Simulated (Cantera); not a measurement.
A closed system holds: 1 mol borazine, 0.22 mol H2O, 23 mol H2, at 0.173 Torr.

These are equilibrium values from Cantera (NASA tables, ideal gas, pure condensed phases), not measurements of a reactor. Candidate condensed phases: B, BN, B2O3, B3O3H3, H2O; 39 gas species. The feed counts by its element totals alone. Mutual solubility and eutectic melting of coexisting phases are not modelled. The tables' values for BH2 are old estimates; treat these amounts as uncertain. The numbers say what is thermodynamically allowed, not how fast it happens.

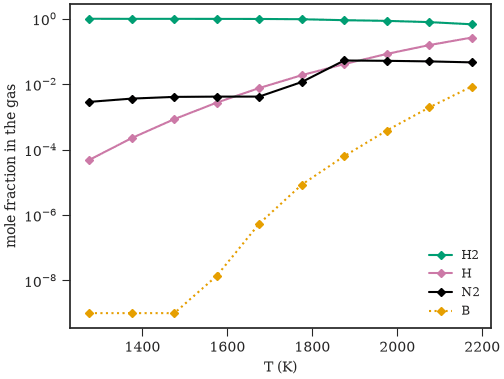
Figure. Equilibrium gas composition (values under 1e-9 drawn at 1e-9)

Task: Read off the mole fractions at 1575 K.

Result: H2 about 0.99, N2 about 0.0041, H about 0.0027, B about 1.4e-8.
